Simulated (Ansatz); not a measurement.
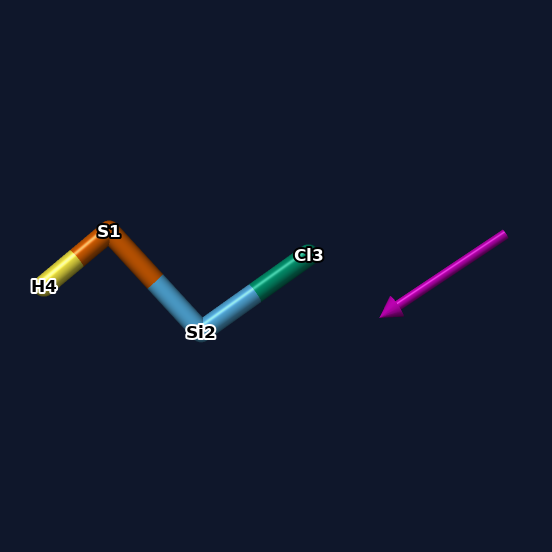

The arrow beside the molecule shows the direction of the dipole moment, from the negative to the positive end (its length means nothing). Computed geometry: PBE0-D4/def2-TZVP optimisation. Method: RKS PBE0-D4/def2-TZVP (Ansatz 0.2.0).

**Estimate the dipole moment.**

1.71 D; it points from the side of Cl3 to the side of H4 (the outermost atoms at the two ends).
